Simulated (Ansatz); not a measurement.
CH6FGeNSi (SMILES N[C]1(F)[SiH2][GeH2]1)

```yaml
atoms:
  - { symbol: N, position_ang: [-0.8600, 0.7581, 1.1654] }
  - { symbol: C, position_ang: [0.2700, 0.2169, 0.5331] }
  - { symbol: F, position_ang: [1.4915, 0.4161, 1.2012] }
  - { symbol: Si, position_ang: [0.0211, -1.5085, -0.2837] }
  - { symbol: Ge, position_ang: [0.2984, 0.4886, -1.4796] }
  - { symbol: H, position_ang: [-1.0751, 0.3290, 2.0664] }
  - { symbol: H, position_ang: [-0.8338, 1.7727, 1.2667] }
  - { symbol: H, position_ang: [1.1972, -2.4165, -0.2264] }
  - { symbol: H, position_ang: [-1.2719, -2.2100, -0.0556] }
  - { symbol: H, position_ang: [1.6741, 0.7668, -2.1039] }
  - { symbol: H, position_ang: [-0.8462, 1.3300, -2.0630] }
```

All numbers below come from Ansatz, RKS B3LYP/def2-SVP.

What will maps of the electron density and electron localisation function show?

Answer. C–N (1.40 Å): the density is about 2.1 e/Å³ at the midpoint; the ELF peaks at about 0.95 between the atoms, as expected for a covalent bond.
C–Ge (2.03 Å): ρ is about 0.77 e/Å³ halfway; the ELF peaks at about 0.90 in the valence shell of C, 0.7 Å from its nucleus, and is about 0.65 at the midpoint.

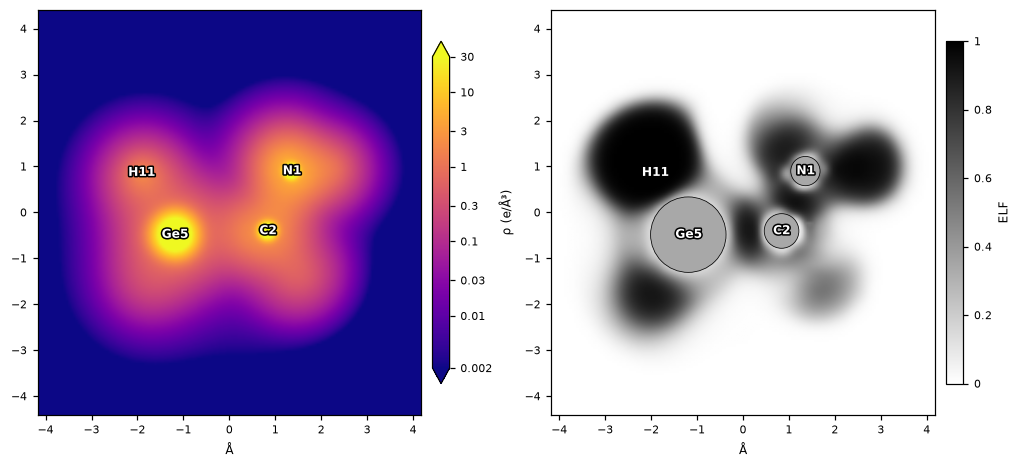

Computed electron density and electron localisation function on the plane of atoms N1, C2 and Ge5, in this order. Grey discs cover the atomic cores in the ELF map. 
